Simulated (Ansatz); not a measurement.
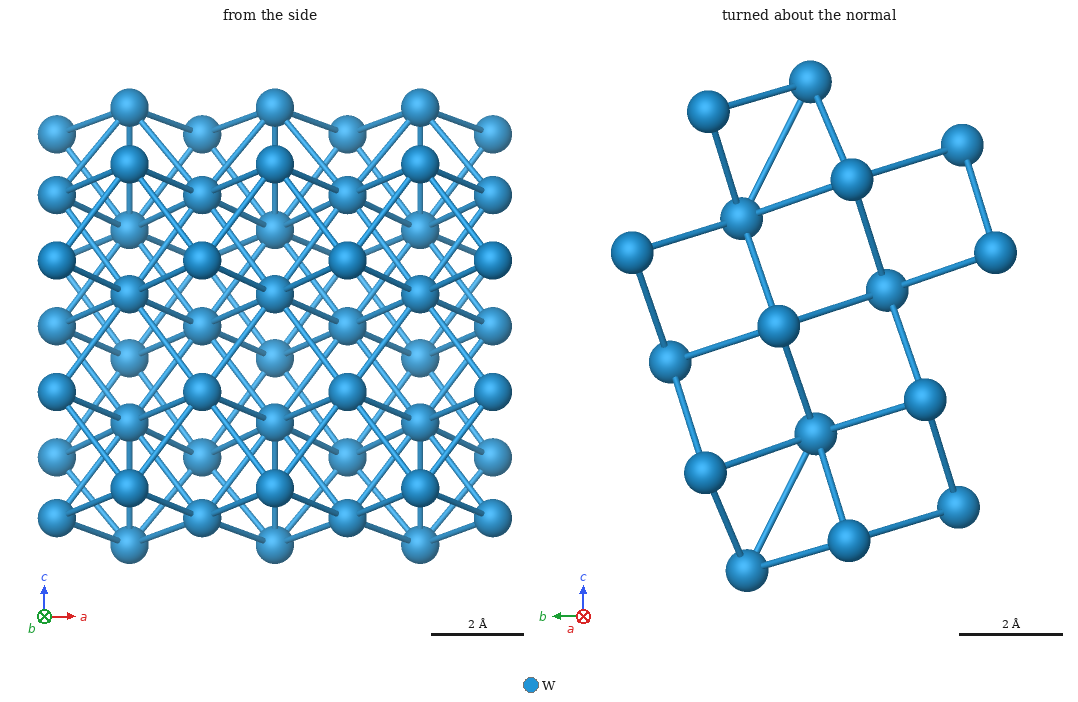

A ball-and-stick picture of a periodic slab, seen from the side and turned about the normal. The surface normal points up in side views; the vacuum is left out. 3×1 cells are drawn in the plane, with atoms at the edges repeated.

The cell holds 15 W. The slab was cut from bulk W (Im-3m).

Q: Read the thickness off the scale bar.

A: About 10 Å from the lowest to the highest atom.

Q: Which (hkl) is this?

A: (2 1 0).

Run with Ansatz, DFT PBE, scalar-relativistic, plane waves, PAW and these settings: a cutoff energy of 420 eV, Brillouin-zone sampling on an 11×5×1 mesh, Gaussian smearing of 0.1 eV, no spin polarisation.

Q: What work functions does the calculation give?

A: 4.28 eV on both faces.

The initial geometry was the standard structure of this element; a slab was cut from it. The atoms were relaxed in a fixed cell with DFT PBE, scalar-relativistic, plane waves, PAW (Ansatz).
